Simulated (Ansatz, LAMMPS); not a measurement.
## Elastic response of a frame of amorphous poly(ether ketone) (as short chains C41O6H30) from 400 K (154 atoms)

Aim: relax a frame of amorphous poly(ether ketone) (as short chains C41O6H30) from 400 K (154 atoms), then change its volume and shape to read moduli from the stress.

Program: Ansatz 0.2.0. Level of theory: Kohn-Sham DFT, PBE+D4, PAW (set soft_2), plane waves. Results are calculated unless marked as measured.

### 1. The starting structure

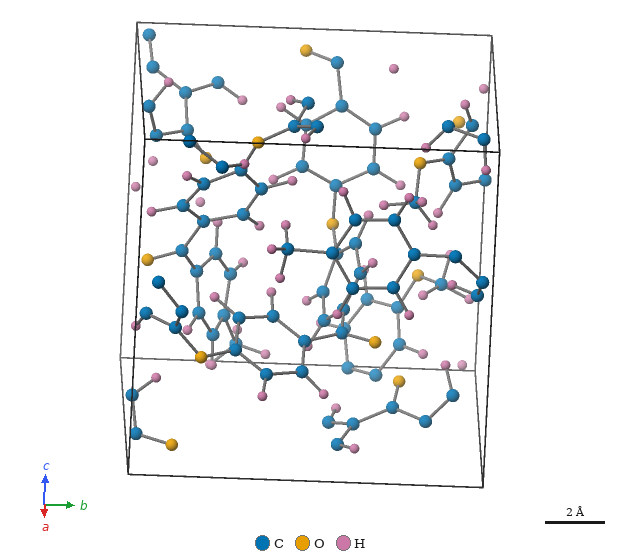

The cell as given, slightly off an axis (carbon blue, oxygen orange, hydrogen pink). Bonds to atoms that aren't drawn are left out.

The cell holds 154 atoms: 82 C, 12 O and 60 H. Cell: a = 12.148 Å, b = 12.148 Å, c = 12.148 Å, α = 90.0°, β = 90.0°, γ = 90.0°. 2 poly(ether ketone) chains of 3 units with methyl end groups placed at random, at 1.15 g/cm³; overlaps pushed apart, then 20 ps at 800 K with MMFF94 bonds, angles, torsions, charges and radii (Halgren, J. Comput. Chem. 17, 490 (1996)) in harmonic and 12-6 forms. Snapshot after 30 ps at 400 K and fixed volume.

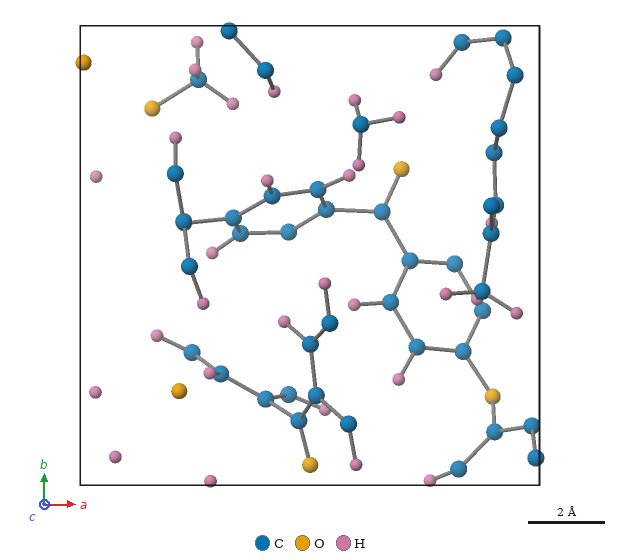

A slice 6 Å thick through the middle of the cell. Bonds to atoms that aren't drawn are left out.

Limits known from the start: The network of contacts between molecules at the start is that of the classical potential that made the cell, and needn't be the one that DFT or experiment would give. Sampling is at Γ alone.

### 2. Single point at the start

The forces at the start show how far the geometry lies from a minimum of this functional.

Input file input.yaml:

```yaml
crystal:
  lattice:
    - [12.14846, 0.0, 0.0]
    - [0.0, 12.14846, 0.0]
    - [0.0, 0.0, 12.14846]
  atoms:
    - { symbol: C, position: [0.22127, 0.31486, 0.13059] }
    - { symbol: C, position: [0.28208, 0.27453, 0.23541] }
    - { symbol: C, position: [0.38708, 0.24236, 0.21275] }
    - { symbol: C, position: [0.45385, 0.19714, 0.29926] }
    - { symbol: C, position: [0.4039, 0.18716, 0.40566] }
    - { symbol: C, position: [0.30597, 0.24217, 0.42626] }
    - { symbol: C, position: [0.24364, 0.28858, 0.34584] }
    - { symbol: C, position: [0.4761, 0.14026, 0.49044] }
    - { symbol: O, position: [0.50086, 0.04396, 0.46781] }
    - { symbol: C, position: [0.51399, 0.19522, 0.59332] }
    - { symbol: C, position: [0.5012, 0.30679, 0.61397] }
    - { symbol: C, position: [0.54356, 0.35237, 0.70659] }
    - { symbol: C, position: [0.60897, 0.28978, 0.78284] }
    - { symbol: C, position: [0.64362, 0.18563, 0.7493] }
    - { symbol: C, position: [0.58427, 0.13316, 0.66205] }
    - { symbol: O, position: [0.65981, 0.33243, 0.8845] }
    - { symbol: C, position: [0.62787, 0.43359, 0.9257] }
    - { symbol: C, position: [0.71689, 0.49421, 0.95784] }
    - { symbol: C, position: [0.69828, 0.59602, 0.00789] }
    - { symbol: C, position: [0.5995, 0.64129, 0.03618] }
    - { symbol: C, position: [0.51038, 0.57519, 0.00784] }
    - { symbol: C, position: [0.52409, 0.47275, 0.96003] }
    - { symbol: C, position: [0.57959, 0.75086, 0.08271] }
    - { symbol: O, position: [0.49405, 0.76871, 0.13131] }
    - { symbol: C, position: [0.66293, 0.84219, 0.07355] }
    - { symbol: C, position: [0.67219, 0.91495, 0.15684] }
    - { symbol: C, position: [0.73284, 0.01047, 0.14398] }
    - { symbol: C, position: [0.78888, 0.0245, 0.04896] }
    - { symbol: C, position: [0.77351, 0.96286, 0.95777] }
    - { symbol: C, position: [0.71589, 0.86301, 0.97217] }
    - { symbol: O, position: [0.8472, 0.12458, 0.03987] }
    - { symbol: C, position: [0.94573, 0.12873, 0.9791] }
    [... 116 atom lines left out ...]
    - { symbol: H, position: [0.29202, 0.83999, 0.14568] }
    - { symbol: H, position: [0.03485, 0.67181, 0.30002] }
    - { symbol: H, position: [0.00899, 0.55888, 0.1293] }
    - { symbol: H, position: [0.25466, 0.96403, 0.30074] }
    - { symbol: H, position: [0.33239, 0.83009, 0.33458] }
    - { symbol: H, position: [0.25015, 0.90404, 0.4293] }
kpoints:
  mp_grid: { grid: [1, 1, 1] }
hamiltonian:
  xc: pbe
  dispersion: d4
scf:
  occupations: { method: fermi_dirac, width: 0.025 }
output:
  forces: true
```

Started as:

```bash
ansatz run input.yaml --threads 4 --pin off --max-ram 8192MiB --backend cpu --events-out ev --progress --plain --runs-dir out
```

Numbers of over 12 decimals in the logs are rounded to 6 here.

What it wrote:

```text
[...]
Pseudopotentials: kind: paw
Pseudopotential: C, paw, valence charge 4, recommended cutoff 420 eV (normal), C.paw.azcp
Pseudopotential: O, paw, valence charge 6, recommended cutoff 420 eV (normal), O.paw.azcp
Pseudopotential: H, paw, valence charge 1, recommended cutoff 420 eV (normal), H.paw.azcp
[... 5 lines on functional and potentials left out ...]
Crystal: 154 atoms, lattice volume = 1792.931 Å³
Basis set: ecut = 420 eV, 35033 PW (Γ), exchange–correlation on 180×180×180 points (8 copies of the dense FFT grid, shifted against one another)
Bands: 384, of which v1, the nominal top of the filled ones, is band 230 counted from 1 (229 counted from 0)
Symmetry: 1 space group operations
Space group: P1 (ITA 1), of the structure as read, at distance tolerance 1.2e-4 Å
k-points: 1
[... 7 lines on functional and potentials left out ...]
Initial density: superposition of atomic densities (neutral atoms: chi_scale 0, normalization atom), corrected by the library's trained network
Initial wavefunctions: pseudopotential atomic-orbital guess
[...]
SCF iter   1: F=—  HF=-28329.264464 eV  |F-HF|=—  |Δ(HF+E_count)|=         —  Δρ=5.19e-3  dr2=6.05e-1  ethr=1.77e-3  ⟨swp⟩=6.0  Hψ=1762  notcnv=0  defer=58
preconditioner: auto → Resta (q_TF=auto, 2.175 Å⁻¹)  ε∞=2.6  [insulator: Δε(μ)=2.610 eV  Ē_g=15.067 eV  σ=0.025 eV  W_gap=1.00  n_scr=304 (ndim 8)  ℏωp=18.8 eV  f_vac=0.254  D(μ)=0.00/eV (n_scr^D=0)  ε∞_Penn≈2.6]
SCF iter   2: F=—  HF=-28329.161364 eV  |F-HF|=—  |Δ(HF+E_count)|=   1.03e-1  Δρ=2.46e-3  dr2=8.62e-2  ethr=1.31e-4  ⟨swp⟩=2.0  Hψ=669  notcnv=0  defer=148
SCF iter   3: F=—  HF=-28329.164799 eV  |F-HF|=—  |Δ(HF+E_count)|=   3.43e-3  Δρ=1.19e-3  dr2=2.67e-2  ethr=1.87e-5  ⟨swp⟩=2.0  Hψ=467  notcnv=0  defer=30
automatic band count: iteration 3 solves 266 bands in place of 384: the levels show a gap, and the empty bands left out lie too high to hold charge; the band table lists the bands solved (type scf.n_extra_bands for more)
SCF iter   4: F=—  HF=-28329.166393 eV  |F-HF|=—  |Δ(HF+E_count)|=   1.59e-3  Δρ=6.39e-4  dr2=7.47e-3  ethr=5.81e-6  ⟨swp⟩=3.0  Hψ=468  notcnv=0  defer=30
SCF iter   5: F=—  HF=-28329.165732 eV  |F-HF|=—  |Δ(HF+E_count)|=   6.61e-4  Δρ=2.03e-4  dr2=9.05e-4  ethr=1.62e-6  ⟨swp⟩=3.0  Hψ=465  notcnv=0  defer=30
[...]
SCF iter  10: F=—  HF=-28329.168614 eV  |F-HF|=—  |Δ(HF+E_count)|=   7.52e-9  Δρ=2.57e-6  dr2=1.18e-7  ethr=1.69e-10  ⟨swp⟩=2.0  Hψ=460  notcnv=0  defer=30
SCF iter  11: F=-28329.168614 eV  HF=-28329.168614 eV  |F-HF|=1.21e-9  |Δ(HF+E_count)|=   1.16e-8  Δρ=8.61e-7  dr2=1.54e-8  ethr=2.17e-11  ⟨swp⟩=4.0  Hψ=905  notcnv=0
SCF 1 converged in 11 iterations: F = -28329.168614 eV  dr2 = 1.54e-8
[...]
SCF converged after 11 iterations
Free energy (F): -28329.168614 eV
Harris-Foulkes:  -28329.168614 eV  (|F-HF|=1.21e-9)
Internal energy: -28329.168614 eV  (E = F + TS)
E sigma→0 (E₀):  -28329.168614 eV
Fermi energy:    1.381710 eV
--- Per-component energies (eV) ---
[...]
Σ components = -28329.168614   (vs F -28329.168614, Δ=0.00e0)
--- Forces (eV/Å), atoms counted from 1 ---
  atom   1  C      1.24303622    -2.30503320     1.17966182
  atom   2  C     -1.38529970     2.36087060    -0.49524474
  atom   3  C      1.06902927    -1.59957624     3.37501277
  atom   4  C     -1.99398111     0.13078188    -0.91642110
[...]
atom 154  H      0.47121447     0.34246887     0.61479749
  max |Σ_I F_I| component: 1.16e-4 eV/Å
```

Wall time 17 s (4 threads of Arm Neoverse V2, shared host); peak memory 2.2 GiB.

The r.m.s. force at the start is 1.0 eV/Å.

### 3. Cell and atoms relaxed

Cell and atoms are freed together, to release stress as well as forces.

Input file input.yaml:

```yaml
crystal:
  lattice:
    - [12.14846, 0.0, 0.0]
    - [0.0, 12.14846, 0.0]
    - [0.0, 0.0, 12.14846]
  atoms:
    [... the 154 atom lines of step 2 ...]
kpoints:
  mp_grid: { grid: [1, 1, 1] }
hamiltonian:
  xc: pbe
  dispersion: d4
scf:
  occupations: { method: fermi_dirac, width: 0.025 }
output:
  forces: true
relax:
  f_tol: 0.05
  max_steps: 150
  cell: {}
```

What it wrote:

```text
[...]
Crystal: 154 atoms, lattice volume = 1792.931 Å³
Basis set: ecut = 420 eV, 35033 PW (Γ), exchange–correlation on 180×180×180 points (8 copies of the dense FFT grid, shifted against one another)
Bands: 384, of which v1, the nominal top of the filled ones, is band 230 counted from 1 (229 counted from 0)
Symmetry: 1 space group operations
[...]
k-points: 1
[...]
SCF iter   1: F=—  HF=-28329.264465 eV  |F-HF|=—  |Δ(HF+E_count)|=         —  Δρ=5.19e-3  dr2=6.05e-1  ethr=1.77e-3  ⟨swp⟩=6.0  Hψ=1762  notcnv=0  defer=58
[...]
SCF iter  10: F=—  HF=-28329.168614 eV  |F-HF|=—  |Δ(HF+E_count)|=   1.21e-8  Δρ=2.61e-6  dr2=1.23e-7  ethr=1.72e-10  ⟨swp⟩=2.0  Hψ=460  notcnv=0  defer=148
SCF iter  11: F=-28329.168614 eV  HF=-28329.168614 eV  |F-HF|=1.13e-9  |Δ(HF+E_count)|=   1.20e-8  Δρ=8.66e-7  dr2=1.57e-8  ethr=2.17e-11  ⟨swp⟩=4.0  Hψ=952  notcnv=0
SCF 1 converged in 11 iterations: F = -28329.168614 eV  dr2 = 1.57e-8
[...]
relax step   1: F+E_penalty+E_count = -28329.16861391 eV  Δ(F+E_penalty+E_count) = +0.000e0 eV  max|allowed force component| = 3.566e0 eV/Å  Δτ_max = 0.0000 Å  P = +0.484 GPa  Ω = 1792.931 Å³  (11 SCF iters, dr2 threshold 1.00e-7 eV, accepted)
[... from here on, the SCF cycles and remarks between the steps are left out ...]
relax step   2: F+E_penalty+E_count = -28334.90019617 eV  Δ(F+E_penalty+E_count) = -5.732e0 eV  max|allowed force component| = 2.394e0 eV/Å  Δτ_max = 0.1904 Å  P = -1.153 GPa  Ω = 1801.642 Å³  energy of the carried Pulay correction = -2.100e-2 eV  (8 SCF iters, dr2 threshold 1.54e-5 eV, accepted)
relax step   3: F+E_penalty+E_count = -28336.36310755 eV  Δ(F+E_penalty+E_count) = -1.463e0 eV  max|allowed force component| = 1.226e0 eV/Å  Δτ_max = 0.1946 Å  P = -0.969 GPa  Ω = 1774.892 Å³  energy of the carried Pulay correction = +4.382e-2 eV  (8 SCF iters, dr2 threshold 1.54e-5 eV, accepted)
relax step   4: F+E_penalty+E_count = -28336.75557023 eV  Δ(F+E_penalty+E_count) = -3.925e-1 eV  max|allowed force component| = 4.007e-1 eV/Å  Δτ_max = 0.2000 Å  P = -0.331 GPa  Ω = 1761.675 Å³  energy of the carried Pulay correction = +7.621e-2 eV  (8 SCF iters, dr2 threshold 1.54e-5 eV, accepted)
relax step   5: F+E_penalty+E_count = -28336.98982323 eV  Δ(F+E_penalty+E_count) = -2.343e-1 eV  max|allowed force component| = 3.145e-1 eV/Å  Δτ_max = 0.1950 Å  P = -0.137 GPa  Ω = 1738.152 Å³  energy of the carried Pulay correction = +1.345e-1 eV  (8 SCF iters, dr2 threshold 1.00e-5 eV, accepted)
relax step   6: F+E_penalty+E_count = -28337.13313773 eV  Δ(F+E_penalty+E_count) = -1.433e-1 eV  max|allowed force component| = 1.982e-1 eV/Å  Δτ_max = 0.1950 Å  P = -0.035 GPa  Ω = 1719.872 Å³  energy of the carried Pulay correction = +1.803e-1 eV  (9 SCF iters, dr2 threshold 6.18e-6 eV, accepted)
relax step   7: F+E_penalty+E_count = -28337.21935430 eV  Δ(F+E_penalty+E_count) = -8.622e-2 eV  max|allowed force component| = 2.428e-1 eV/Å  Δτ_max = 0.1947 Å  P = -0.033 GPa  Ω = 1709.593 Å³  energy of the carried Pulay correction = +2.062e-1 eV  (9 SCF iters, dr2 threshold 2.46e-6 eV, accepted)
relax step   8: F+E_penalty+E_count = -28337.26314532 eV  Δ(F+E_penalty+E_count) = -4.379e-2 eV  max|allowed force component| = 1.653e-1 eV/Å  Δτ_max = 0.1946 Å  P = -0.019 GPa  Ω = 1709.699 Å³  energy of the carried Pulay correction = +2.060e-1 eV  (8 SCF iters, dr2 threshold 3.68e-6 eV, accepted)
relax step   9: F+E_penalty+E_count = -28337.29786549 eV  Δ(F+E_penalty+E_count) = -3.472e-2 eV  max|allowed force component| = 1.449e-1 eV/Å  Δτ_max = 0.1954 Å  P = -0.122 GPa  Ω = 1709.818 Å³  energy of the carried Pulay correction = +2.057e-1 eV  (9 SCF iters, dr2 threshold 1.71e-6 eV, accepted)
relax step  10: F+E_penalty+E_count = -28337.31737113 eV  Δ(F+E_penalty+E_count) = -1.951e-2 eV  max|allowed force component| = 6.628e-1 eV/Å  Δτ_max = 0.1948 Å  P = +0.183 GPa  Ω = 1712.590 Å³  energy of the carried Pulay correction = +1.986e-1 eV  (9 SCF iters, dr2 threshold 1.31e-6 eV, accepted)
relax step  11: F+E_penalty+E_count = -28337.34661294 eV  Δ(F+E_penalty+E_count) = -2.924e-2 eV  max|allowed force component| = 1.363e0 eV/Å  Δτ_max = 0.1946 Å  P = -0.361 GPa  Ω = 1710.158 Å³  energy of the carried Pulay correction = +2.048e-1 eV  (8 SCF iters, dr2 threshold 1.54e-5 eV, accepted)
relax step  12: F+E_penalty+E_count = -28337.38156260 eV  Δ(F+E_penalty+E_count) = -3.495e-2 eV  max|allowed force component| = 4.582e-1 eV/Å  Δτ_max = 0.0814 Å  P = -0.085 GPa  Ω = 1710.659 Å³  energy of the carried Pulay correction = +2.035e-1 eV  (7 SCF iters, dr2 threshold 1.54e-5 eV, accepted)
relax step  13: F+E_penalty+E_count = -28337.42849159 eV  Δ(F+E_penalty+E_count) = -4.693e-2 eV  max|allowed force component| = 5.311e-1 eV/Å  Δτ_max = 0.1949 Å  P = -0.114 GPa  Ω = 1708.868 Å³  energy of the carried Pulay correction = +2.081e-1 eV  (8 SCF iters, dr2 threshold 1.31e-5 eV, accepted)
[...]
relax step  25: F+E_penalty+E_count = -28337.82936976 eV  Δ(F+E_penalty+E_count) = -2.377e-3 eV  max|allowed force component| = 5.819e-2 eV/Å  Δτ_max = 0.0763 Å  P = -0.061 GPa  Ω = 1679.950 Å³  energy of the carried Pulay correction = +2.820e-1 eV  (12 SCF iters, accepted)
relax step  26: F+E_penalty+E_count = -28337.83010848 eV  Δ(F+E_penalty+E_count) = -7.387e-4 eV  max|allowed force component| = 7.271e-2 eV/Å  Δτ_max = 0.0598 Å  P = -0.038 GPa  Ω = 1680.705 Å³  energy of the carried Pulay correction = +2.800e-1 eV  (8 SCF iters, dr2 threshold 2.12e-7 eV, accepted)
relax step  27: F+E_penalty+E_count = -28337.83126240 eV  Δ(F+E_penalty+E_count) = -1.154e-3 eV  max|allowed force component| = 3.698e-2 eV/Å  Δτ_max = 0.0879 Å  P = -0.005 GPa  Ω = 1681.319 Å³  energy of the carried Pulay correction = +2.784e-1 eV  (8 SCF iters, dr2 threshold 3.30e-7 eV, accepted)
relax step  28: F+E_penalty+E_count = -28337.83206515 eV  Δ(F+E_penalty+E_count) = -8.027e-4 eV  max|allowed force component| = 3.824e-2 eV/Å  Δτ_max = 0.0813 Å  P = +0.001 GPa  Ω = 1681.746 Å³  energy of the carried Pulay correction = +2.773e-1 eV  (11 SCF iters, accepted)
relax step  29: F+E_penalty+E_count = -28337.83054753 eV  Δ(F+E_penalty+E_count) = +1.518e-3 eV  max|allowed force component| = 6.684e-2 eV/Å  Δτ_max = 0.1779 Å  P = +0.006 GPa  Ω = 1683.163 Å³  energy of the carried Pulay correction = +2.737e-1 eV  (12 SCF iters, accepted)
relax step  30: F+E_penalty+E_count = -28337.82966631 eV  Δ(F+E_penalty+E_count) = +8.812e-4 eV  max|allowed force component| = 5.051e-2 eV/Å  Δτ_max = 0.1007 Å  P = -0.000 GPa  Ω = 1684.095 Å³  energy of the carried Pulay correction = +2.713e-1 eV  (9 SCF iters, dr2 threshold 2.79e-7 eV, accepted)
relax step  31: F+E_penalty+E_count = -28337.83041676 eV  Δ(F+E_penalty+E_count) = -7.504e-4 eV  max|allowed force component| = 3.406e-2 eV/Å  Δτ_max = 0.0328 Å  P = +0.006 GPa  Ω = 1684.405 Å³  energy of the carried Pulay correction = +2.705e-1 eV  (8 SCF iters, dr2 threshold 1.59e-7 eV, accepted)
relax step  32: F+E_penalty+E_count = -28337.68320566 eV  Δ(F+E_penalty+E_count) = +1.472e-1 eV  max|allowed force component| = 3.294e-2 eV/Å  Δτ_max = 0.0000 Å  P = -0.130 GPa  Ω = 1684.405 Å³  stress off target by 2.56e-1 GPa  SCF on the basis re-selected at this cell (its energy is not comparable with the rows above)  (7 SCF iters)
relax step  33: F+E_penalty+E_count = -28337.77342958 eV  Δ(F+E_penalty+E_count) = -9.022e-2 eV  max|allowed force component| = 7.566e-2 eV/Å  Δτ_max = 0.1911 Å  P = -0.008 GPa  Ω = 1658.483 Å³  energy of the carried Pulay correction = +6.584e-2 eV  (10 SCF iters, dr2 threshold 1.64e-7 eV, accepted)
relax step  34: F+E_penalty+E_count = -28337.79224881 eV  Δ(F+E_penalty+E_count) = -1.882e-2 eV  max|allowed force component| = 7.083e-2 eV/Å  Δτ_max = 0.0874 Å  P = +0.113 GPa  Ω = 1653.568 Å³  energy of the carried Pulay correction = +7.835e-2 eV  (9 SCF iters, dr2 threshold 3.58e-7 eV, accepted)
relax step  35: F+E_penalty+E_count = -28337.77858951 eV  Δ(F+E_penalty+E_count) = +1.366e-2 eV  max|allowed force component| = 5.992e-2 eV/Å  Δτ_max = 0.1580 Å  P = -0.016 GPa  Ω = 1660.486 Å³  energy of the carried Pulay correction = +6.137e-2 eV  (9 SCF iters, dr2 threshold 3.14e-7 eV, accepted)
relax step  36: F+E_penalty+E_count = -28337.78486853 eV  Δ(F+E_penalty+E_count) = -6.279e-3 eV  max|allowed force component| = 2.552e-2 eV/Å  Δτ_max = 0.0881 Å  P = -0.005 GPa  Ω = 1658.940 Å³  energy of the carried Pulay correction = +6.517e-2 eV  (8 SCF iters, dr2 threshold 2.24e-7 eV, accepted)
relax step  37: F+E_penalty+E_count = -28337.73211031 eV  Δ(F+E_penalty+E_count) = +5.276e-2 eV  max|allowed force component| = 2.603e-2 eV/Å  Δτ_max = 0.0000 Å  P = -0.032 GPa  Ω = 1658.940 Å³  stress off target by 1.08e-1 GPa  SCF on the basis re-selected at this cell (its energy is not comparable with the rows above)  (7 SCF iters)
relax step  38: F+E_penalty+E_count = -28337.75977880 eV  Δ(F+E_penalty+E_count) = -2.767e-2 eV  max|allowed force component| = 3.922e-2 eV/Å  Δτ_max = 0.1220 Å  P = +0.004 GPa  Ω = 1650.914 Å³  energy of the carried Pulay correction = +2.030e-2 eV  (10 SCF iters, dr2 threshold 2.91e-8 eV, accepted)
relax step  39: F+E_penalty+E_count = -28337.73997163 eV  Δ(F+E_penalty+E_count) = +1.981e-2 eV  max|allowed force component| = 3.954e-2 eV/Å  Δτ_max = 0.0000 Å  P = -0.001 GPa  Ω = 1650.914 Å³  stress off target by 2.71e-2 GPa  SCF on the basis re-selected at this cell (its energy is not comparable with the rows above)  (5 SCF iters)
[...]
SCF converged after 5 iterations
Free energy (F): -28337.739972 eV
[...]
Internal energy: -28337.739972 eV  (E = F + TS)
E sigma→0 (E₀):  -28337.739972 eV
Fermi energy:    1.774783 eV
[...]
Σ components = -28337.739972   (vs F -28337.739972, Δ=0.00e0)
--- Forces (eV/Å), atoms counted from 1 ---
  atom   1  C      0.01021279     0.00042300     0.00509488
  atom   2  C     -0.00138454     0.00129210    -0.00814379
  atom   3  C      0.00183406     0.00310821    -0.00662235
  atom   4  C      0.00139459    -0.00368433    -0.00491965
[...]
atom 154  H     -0.00189921    -0.00139085    -0.00540537
  max |Σ_I F_I| component: 1.31e-5 eV/Å
--- Stress (GPa, compression-positive) ---
        0.004668       0.010839      -0.005640
        0.010839       0.000010       0.019160
       -0.005638       0.019159      -0.007106
  P = ⅓ Tr σ = -0.0008 GPa (-0.008 kbar)
--- Relaxed structure (36 steps of the walk, 36 accepted, 3 SCFs on fresh bases) ---
  F+E_penalty+E_count = -28337.73997163 eV   max|allowed force component| = 3.954e-2 eV/Å   (the final SCF, on the basis selected at the relaxed cell)
  cell:  # Å, volume = 1650.9138 Å³
    - [12.003426, 0.199253, 0.043920]
    - [0.199253, 12.496234, 0.075965]
    - [0.043920, 0.075965, 11.009795]
  atoms:
    - { symbol: C, position: [0.199243, 0.398691, 0.142789] }
    - { symbol: C, position: [0.274214, 0.339070, 0.230644] }
    - { symbol: C, position: [0.372009, 0.286177, 0.189288] }
    - { symbol: C, position: [0.445281, 0.235549, 0.269965] }
[...]
- { symbol: H, position: [0.212287, 0.952784, 0.443436] }
```

Elapsed: 12 min, on 4 threads; peak memory 2.3 GiB.

The relaxation converged after 36 steps, with a largest force component of 0.040 eV/Å.

(Continued in part 2 of 3.)

[Logs are printed without paths, hosts, clocks, repeated set-up lines and the standing remarks that a program may print on its own settings, such as how far it seeks lower states.]

[Hosts, paths, dates, database ids (printed as entryN), source tags and the programs' standing remarks are cut or masked in the printed files.]

[The MMFF94 radii named for the starting cell were scaled by 0.96; in molecules described by MMFF94, hydrogen bound to N, O or S took a small fixed 12-6 site in their place.]
